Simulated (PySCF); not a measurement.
Al(H)4, SMILES [AlH4-] (H4Al (anion, charge -1)) at its B3LYP/def2-SVP optimised geometry (Å):

```
5

Al    -0.5488    -0.7762     0.0000
H     -1.0976    -1.5523    -1.3444
H      1.0976    -0.7762     0.0000
H     -1.0977    -1.5523     1.3443
H     -1.0976     0.7762     0.0000
```

Calculation: B3LYP/def2-TZVPD in PySCF. Cells within 0.4 Å of a nucleus heavier than hydrogen are left out (blank, or x).

Map of the electrostatic potential (hartree/e), clipped to [-0.21, 0.03] on the plane z = 0.0 Å:

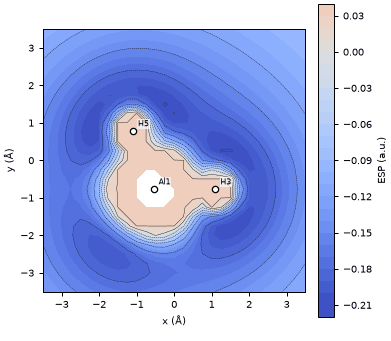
Fig. 1. Electrostatic potential (hartree/e), clipped to [-0.21, 0.03] on the plane z = 0.0 Å.
